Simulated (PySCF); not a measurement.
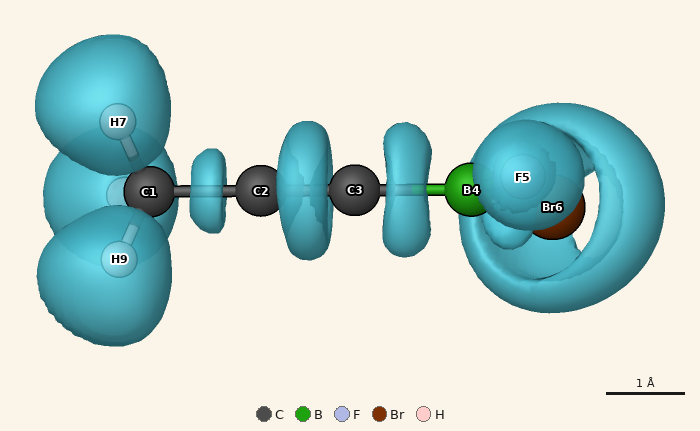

*C3H3BBrF (SMILES CC#CB(F)Br). Isosurface of the electron localisation function at 0.8 (cyan), seen from one side. Only the valence region is drawn (cores and ρ < 0.01 e/Å³ removed).*

Geometry: GFN2-xTB.

Level of theory: PySCF 2.14.0, wB97X-D/def2-SVPD, SCF density, gas phase.

```xyz
9

C     1.8933    0.0915    0.1480
C     0.4621   -0.0152    0.0671
C    -0.7417   -0.1087    0.0100
B    -2.2348   -0.1905   -0.1034
F    -2.9416   -1.0487    0.6064
Br   -3.2080    0.9262   -1.2731
H     2.3467   -0.8858   -0.0155
H     2.2615    0.7895   -0.6029
H     2.1761    0.4477    1.1383
```

Question: What do the ELF domains correspond to?

Answer: The surface consists of one region between bonded B–Br atoms (shared pairs), one region between bonded B–C atoms (shared pairs), two regions between bonded C–C atoms (shared pairs), three regions around hydrogen nuclei, one region on F in which the atom's valence shell and bonds are merged and one ring or bowl of non-bonding electrons around Br.

Values along the shortest contacts:
C–C (1.21 Å): the ELF peaks at about 0.85 between the atoms: a short, multiple covalent bond. B–F (1.32 Å): the ELF peaks at about 0.85 between the atoms; a shared but strongly polarised pair.
